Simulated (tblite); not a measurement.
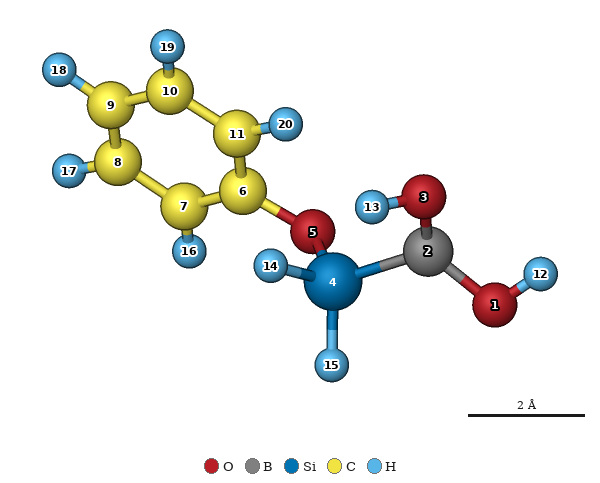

Fig. 1: The input geometry (ball-and-stick view, seen at a tilt; atoms are numbered from 1 in the order of the input).

Run report: C6H9BO3Si, geometry relaxation (part 1 of 2)

System: C6H9BO3Si, SMILES OB(O)[SiH2]Oc1ccccc1.
Method: GFN2-xTB geometry optimisation, gas phase (tblite 0.8.0).

It belongs to a series of runs on one base structure; here: H on Si replaced by B(OH)2.

What the program printed
```
step      E/eV     max force
  0    -888.71610    4.043
  1    -889.26302    2.497
  2    -889.48119    2.006
  3    -889.57695    1.038
  4    -889.71709    1.271
  5    -889.77557    1.268
  6    -889.92144    0.836
  7    -889.95724    0.491
  8    -889.98171    0.471
  9    -889.99681    0.359
 10    -890.00783    0.285
 11    -890.01645    0.317
 12    -890.02286    0.232
 13    -890.02825    0.272
 14    -890.03319    0.233
 15    -890.03946    0.321
 16    -890.04669    0.294
 17    -890.05231    0.198
 18    -890.05621    0.150
 19    -890.06018    0.229
 20    -890.06444    0.244
 21    -890.06994    0.176
 22    -890.07672    0.234
 23    -890.08325    0.187
 24    -890.08905    0.184
 25    -890.09459    0.200
 26    -890.09948    0.205
 27    -890.10442    0.148
 28    -890.10931    0.177
 29    -890.11433    0.216
 30    -890.11984    0.254
 31    -890.12474    0.210
 32    -890.12908    0.161
 33    -890.13375    0.152
 34    -890.13820    0.141
 35    -890.14160    0.152
 36    -890.14346    0.120
 37    -890.14465    0.085
 38    -890.14547    0.065
 39    -890.14648    0.085
 40    -890.14741    0.108
 41    -890.14820    0.079
 42    -890.14861    0.034
 43    -890.14885    0.036
 44    -890.14909    0.043
 45    -890.14945    0.060
 46    -890.14994    0.056
 47    -890.15054    0.074
 48    -890.15122    0.071
 49    -890.15189    0.066
 50    -890.15241    0.061
 51    -890.15279    0.040
 52    -890.15312    0.042
 53    -890.15350    0.060
 54    -890.15392    0.068
 55    -890.15428    0.044
 56    -890.15448    0.029
 57    -890.15462    0.028
 58    -890.15476    0.044
 59    -890.15495    0.046
 60    -890.15516    0.030
 61    -890.15534    0.036
 62    -890.15549    0.034
 63    -890.15563    0.036
 64    -890.15577    0.030
 65    -890.15591    0.027
 66    -890.15606    0.028
 67    -890.15626    0.033
 68    -890.15652    0.036
 69    -890.15686    0.039
 70    -890.15731    0.060
 71    -890.15794    0.078
 72    -890.15889    0.090
 73    -890.16036    0.109
 74    -890.16205    0.129
 75    -890.16390    0.112
 76    -890.16581    0.113
 77    -890.16838    0.124
 78    -890.17244    0.181
 79    -890.18022    0.238
 80    -890.18865    0.334
 81    -890.19624    0.542
 82    -890.20774    0.372
 83    -890.21951    0.286
 84    -890.22849    0.218
 85    -890.24527    0.331
 86    -890.25621    0.344
 87    -890.26063    0.676
 88    -890.27923    0.261
 89    -890.28967    0.189
 90    -890.29777    0.151
 91    -890.30560    0.312
 92    -890.30960    0.161
 93    -890.31352    0.134
 94    -890.31965    0.119
 95    -890.32222    0.123
 96    -890.32517    0.087
 97    -890.32698    0.126
 98    -890.32827    0.073
 99    -890.32995    0.094
100    -890.33159    0.105
101    -890.33266    0.103
102    -890.33339    0.061
103    -890.33387    0.056
104    -890.33435    0.048
105    -890.33498    0.057
106    -890.33565    0.053
107    -890.33629    0.053
108    -890.33682    0.052
109    -890.33726    0.050
110    -890.33768    0.057
111    -890.33820    0.060
112    -890.33884    0.051
113    -890.33948    0.046
114    -890.34003    0.039
115    -890.34049    0.046
116    -890.34102    0.053
117    -890.34170    0.063
118    -890.34254    0.076
119    -890.34346    0.071
120    -890.34442    0.071
121    -890.34549    0.080
122    -890.34689    0.085
123    -890.34839    0.134
124    -890.35003    0.112
125    -890.35149    0.090
126    -890.35291    0.064
127    -890.35357    0.089
128    -890.35433    0.071
129    -890.35495    0.062
130    -890.35559    0.050
131    -890.35639    0.059
132    -890.35711    0.069
133    -890.35785    0.068
134    -890.35865    0.063
135    -890.35949    0.053
136    -890.36013    0.061
137    -890.36063    0.058
138    -890.36135    0.059
139    -890.36210    0.058
140    -890.36343    0.079
141    -890.36510    0.110
142    -890.36691    0.099
143    -890.36845    0.106
144    -890.36964    0.077
145    -890.37048    0.137
146    -890.37123    0.054
147    -890.37170    0.042
148    -890.37202    0.036
149    -890.37224    0.038
150    -890.37274    0.041
151    -890.37323    0.044
152    -890.37365    0.047
153    -890.37397    0.045
154    -890.37433    0.041
155    -890.37480    0.055
156    -890.37534    0.064
157    -890.37585    0.065
158    -890.37630    0.056
159    -890.37663    0.055
160    -890.37697    0.051
161    -890.37732    0.047
162    -890.37785    0.060
163    -890.37829    0.052
164    -890.37881    0.037
165    -890.37916    0.037
166    -890.37946    0.035
167    -890.37976    0.046
168    -890.38008    0.034
169    -890.38044    0.048
170    -890.38077    0.043
171    -890.38107    0.044
172    -890.38131    0.042
173    -890.38153    0.051
174    -890.38172    0.057
175    -890.38196    0.052
176    -890.38239    0.050
177    -890.38292    0.057
178    -890.38373    0.061
179    -890.38466    0.072
180    -890.38559    0.082
181    -890.38616    0.055
182    -890.38643    0.058
183    -890.38666    0.047
184    -890.38691    0.039
185    -890.38725    0.042
186    -890.38754    0.034
187    -890.38771    0.046
188    -890.38787    0.035
189    -890.38801    0.031
190    -890.38818    0.027
191    -890.38831    0.031
192    -890.38849    0.033
193    -890.38872    0.036
194    -890.38904    0.040
195    -890.38941    0.036
196    -890.38978    0.044
197    -890.39013    0.050
198    -890.39051    0.049
199    -890.39096    0.048
200    -890.39152    0.054
201    -890.39223    0.090
202    -890.39325    0.109
203    -890.39447    0.117
204    -890.39622    0.087
205    -890.39768    0.093
206    -890.39767    0.137
207    -890.39944    0.138
208    -890.40064    0.103
209    -890.40170    0.062
210    -890.40296    0.130
211    -890.40371    0.097
212    -890.40424    0.064
213    -890.40470    0.068
214    -890.40524    0.045
215    -890.40552    0.081
216    -890.40581    0.028
217    -890.40599    0.032
218    -890.40621    0.034
219    -890.40630    0.040
220    -890.40646    0.029
221    -890.40657    0.029
222    -890.40667    0.028
223    -890.40677    0.025
224    -890.40687    0.022
225    -890.40695    0.017
226    -890.40699    0.020
227    -890.40703    0.016
228    -890.40705    0.013
229    -890.40707    0.010
```

Trajectory as extended XYZ (Å, eV, eV/Å), 11 of the 230 frames kept, from step=0 to step=229
```
20
Properties=species:S:1:pos:R:3:forces:R:3 step=0 energy=-888.71610
O     4.3466   -1.2377   -0.3341   -1.7850   2.7590  -2.3560
B     3.1855   -0.3192   -0.4295    3.0310   0.4000   0.3590
O     3.4077    1.1106   -0.6771   -0.6410  -1.6190   1.8180
Si    1.5684   -0.8154    0.4714   -1.2780  -0.7830  -0.8500
O     0.3076   -1.3687   -0.6021    0.2580   0.9930   1.7110
C    -0.8877   -0.6413   -0.5387    1.9350  -0.0940  -0.4580
C    -2.0829   -1.2064   -0.1726   -0.3670   0.4950  -0.0030
C    -3.1812   -0.3540   -0.1366   -0.6960  -0.6840   0.1750
C    -3.0930    0.9753   -0.4589   -0.7060   0.6800  -0.0040
C    -1.8921    1.5173   -0.8182    1.4000   0.6960  -0.5030
C    -0.7708    0.7101   -0.8654    0.0240   0.0990  -0.0530
H     4.9862   -0.9278   -1.0343   -0.5390  -0.4690   1.3930
H     2.9347    1.5818    0.0769    0.7580  -0.6430  -1.8510
H     1.0912    0.3970    1.1897   -0.2010  -0.1320   0.0400
H     1.8775   -1.7634    1.5301   -0.3670  -0.3410   0.1650
H    -2.1552   -2.2438    0.0904   -0.0040  -0.1280   0.0130
H    -4.1609   -0.7327    0.1414    0.2010  -0.1320   0.0120
H    -3.9479    1.6469   -0.4429   -0.0430  -0.3850   0.1220
H    -1.7563    2.5737   -1.0801   -0.3310  -0.4380   0.1620
H     0.2173    1.1084   -1.1416   -0.6490  -0.2740   0.1090
20
Properties=species:S:1:pos:R:3:forces:R:3 step=23 energy=-890.08325
O     4.2026   -1.2237   -0.6305    0.0030   0.0050  -0.0930
B     3.2685   -0.3094   -0.3007    0.0090  -0.0200   0.0350
O     3.6369    0.9858   -0.5508   -0.1820  -0.0020   0.0430
Si    1.6084   -0.8752    0.6254    0.0540  -0.0760  -0.1130
O     0.3492   -1.2484   -0.3801   -0.1140   0.0470   0.0410
C    -0.8130   -0.5540   -0.4806   -0.0240   0.1300   0.0860
C    -2.0363   -1.1333   -0.1586    0.0190  -0.0110   0.0000
C    -3.1913   -0.3656   -0.1744    0.0560  -0.0180  -0.0630
C    -3.1426    0.9785   -0.5125    0.0380  -0.0820   0.0140
C    -1.9301    1.5444   -0.8781   -0.0310   0.0050  -0.0040
C    -0.7755    0.7831   -0.8622   -0.0470   0.0290  -0.0330
H     4.9731   -0.8225   -1.0435    0.0490  -0.1160   0.0310
H     3.0247    1.6759   -0.2981    0.0300  -0.0130  -0.0300
H     1.1333    0.2476    1.4616   -0.0700   0.0800   0.1310
H     1.6355   -2.0356    1.5221    0.0720  -0.0100  -0.0220
H    -2.0704   -2.1756    0.1243    0.0250   0.0500  -0.0060
H    -4.1387   -0.8225    0.0837    0.1070   0.0380   0.0080
H    -4.0436    1.5777   -0.4774    0.1010  -0.0480  -0.0760
H    -1.8823    2.5868   -1.1664    0.0000  -0.0710   0.0310
H     0.1864    1.1966   -1.1354   -0.0950   0.0840   0.0210
20
Properties=species:S:1:pos:R:3:forces:R:3 step=46 energy=-890.14994
O     4.1389   -1.3070   -0.6396    0.0260   0.0120  -0.0030
B     3.2740   -0.3417   -0.2661    0.0100  -0.0030  -0.0070
O     3.6043    0.9304   -0.6441   -0.0030  -0.0090  -0.0050
Si    1.6843   -0.9066    0.7643   -0.0060   0.0500  -0.0120
O     0.4154   -1.0077   -0.2751   -0.0090  -0.0070  -0.0190
C    -0.7696   -0.3695   -0.3837    0.0060   0.0010   0.0360
C    -1.9506   -1.0432   -0.0957   -0.0070  -0.0010   0.0150
C    -3.1629   -0.3909   -0.2187   -0.0170  -0.0080  -0.0520
C    -3.2109    0.9270   -0.6393   -0.0070   0.0400   0.0380
C    -2.0365    1.5978   -0.9334    0.0260  -0.0090  -0.0130
C    -0.8197    0.9551   -0.8041    0.0170  -0.0160  -0.0040
H     4.8914   -1.0021   -1.1533    0.0090   0.0110   0.0050
H     3.0188    1.6421   -0.3918    0.0050  -0.0390   0.0050
H     1.2791    0.0260    1.8450    0.0210  -0.0090  -0.0170
H     1.7341   -2.2333    1.3856   -0.0260  -0.0160   0.0160
H    -1.9025   -2.0704    0.2296    0.0230  -0.0070   0.0090
H    -4.0772   -0.9175    0.0101   -0.0120  -0.0060   0.0110
H    -4.1586    1.4347   -0.7255   -0.0380   0.0060  -0.0250
H    -2.0635    2.6258   -1.2655   -0.0160  -0.0110   0.0140
H     0.1066    1.4618   -1.0309   -0.0020   0.0220   0.0090
20
Properties=species:S:1:pos:R:3:forces:R:3 step=69 energy=-890.15686
O     4.2034   -1.3469   -0.6300    0.0010  -0.0160   0.0290
B     3.3033   -0.4052   -0.2810   -0.0010  -0.0180   0.0010
O     3.6024    0.8680   -0.6801    0.0060   0.0120   0.0050
Si    1.7100   -0.9272    0.7659    0.0070  -0.0200  -0.0150
O     0.4375   -0.9048   -0.2698   -0.0070   0.0150   0.0340
C    -0.7693   -0.3048   -0.3491    0.0070   0.0090  -0.0210
C    -1.9345   -1.0138   -0.0796    0.0180   0.0030  -0.0040
C    -3.1652   -0.4034   -0.2416   -0.0020  -0.0120   0.0260
C    -3.2501    0.9092   -0.6732    0.0070   0.0000   0.0360
C    -2.0899    1.6199   -0.9263   -0.0060   0.0120  -0.0050
C    -0.8560    1.0214   -0.7595    0.0100   0.0050  -0.0370
H     4.9499   -1.0112   -1.1326    0.0190  -0.0110  -0.0160
H     2.9941    1.5616   -0.4333   -0.0040   0.0060  -0.0160
H     1.4126    0.0113    1.8744   -0.0360   0.0130  -0.0030
H     1.6750   -2.2579    1.3867   -0.0110   0.0140  -0.0140
H    -1.8593   -2.0386    0.2497    0.0070   0.0010  -0.0010
H    -4.0664   -0.9564   -0.0239   -0.0140  -0.0300  -0.0160
H    -4.2134    1.3775   -0.8059   -0.0050  -0.0030   0.0040
H    -2.1428    2.6455   -1.2593   -0.0110   0.0230   0.0020
H     0.0536    1.5664   -0.9636    0.0150  -0.0020   0.0110
20
Properties=species:S:1:pos:R:3:forces:R:3 step=92 energy=-890.30960
O     4.2977   -1.6615   -0.0916    0.1050  -0.0990   0.0720
B     3.3697   -0.6936   -0.2236   -0.0390   0.0560  -0.0490
O     3.7124    0.3254   -1.0610   -0.0470   0.0110  -0.0380
Si    1.6662   -0.8212    0.7557   -0.0090   0.0370   0.0060
O     0.6727    0.0551   -0.2273    0.1180  -0.0750  -0.0160
C    -0.6609    0.2489   -0.3387    0.1400   0.0000   0.0470
C    -1.5625   -0.7941   -0.1818   -0.0410   0.0710   0.0060
C    -2.9155   -0.5558   -0.3454    0.0430  -0.0770   0.0350
C    -3.3852    0.7185   -0.6147   -0.0090   0.0190  -0.0260
C    -2.4802    1.7570   -0.7681   -0.0310  -0.0460  -0.1310
C    -1.1232    1.5196   -0.6675    0.0320   0.0090   0.0300
H     5.0830   -1.5049   -0.6256   -0.0180  -0.0460   0.0730
H     3.0374    0.9833   -1.2056   -0.0490   0.1270  -0.0300
H     1.5751   -0.1893    2.0932    0.0140  -0.0120  -0.0630
H     1.1694   -2.1806    1.0339   -0.0630   0.0180  -0.0750
H    -1.1862   -1.7763    0.0611   -0.0410   0.0370  -0.0250
H    -3.5998   -1.3856   -0.2637   -0.0980   0.0090   0.0570
H    -4.4482    0.8920   -0.7168    0.0960   0.0210   0.0090
H    -2.8127    2.7580   -0.9985   -0.1070  -0.0170   0.0040
H    -0.4143    2.3158   -0.8461    0.0060  -0.0410   0.1160
```
